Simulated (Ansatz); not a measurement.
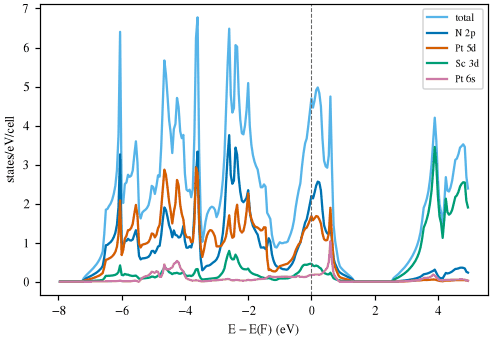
Fig. 1. Total and projected density of states of ScPtN2 in space group R-3m (No. 166; Sc on 3b, Pt on 3a, N on 6c), the program Ansatz at the r²SCAN level (PAW)

Question: Which orbitals carry the states next to the Fermi level?

Answer: Within 0.5 eV of the Fermi level: N 2p 46 %, Pt 5d 36 %, Sc 3d 9 %. Projections are on Löwdin-orthogonalised atomic valence shells; empty p or d shells of many metals are not among them.

Question: Where is the tallest occupied peak in this window, and what makes it?

Answer: Near -3.6 eV, about 6.8 states/eV per cell; the largest projected share is N 2p.

The start of the workflow was typed in or built on a structure type; neither database checked (COD, Materials Project) lists it. Its standing as an ambient phase is unchecked. Symmetry was held in the r²SCAN relaxation; whether a distortion lowers the energy is not shown. The run is not spin-polarised. With an odd number of electrons in the cell and no spin polarisation, the count alone makes it a metal. Scalar-relativistic: spin–orbit coupling is off unless named, which matters more the heavier the elements.

Potentials: the later of the program's two PAW sets.
